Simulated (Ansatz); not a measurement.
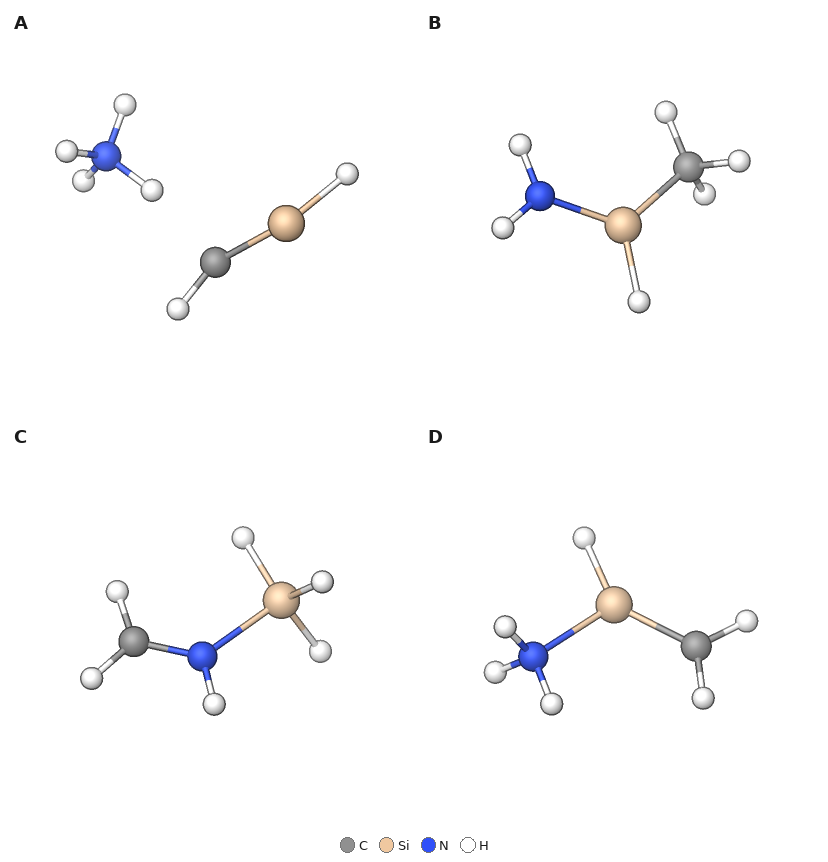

4 stationary structures of one formula. Charge +1, singlet. Geometries: PBE0-D4/def2-TZVP. Electronic energies: RHF-CCSD(T) (frozen core)/def2-TZVPP (Ansatz 0.2.0), without zero-point energy. No frequency run is at hand to confirm each as a minimum. Each is one conformer, not always the lowest.

Which is lowest in energy, and by how much?

B is lowest; C lies 79.4 kJ/mol above it, D lies 145.6 kJ/mol above it, A lies 383.1 kJ/mol above it.
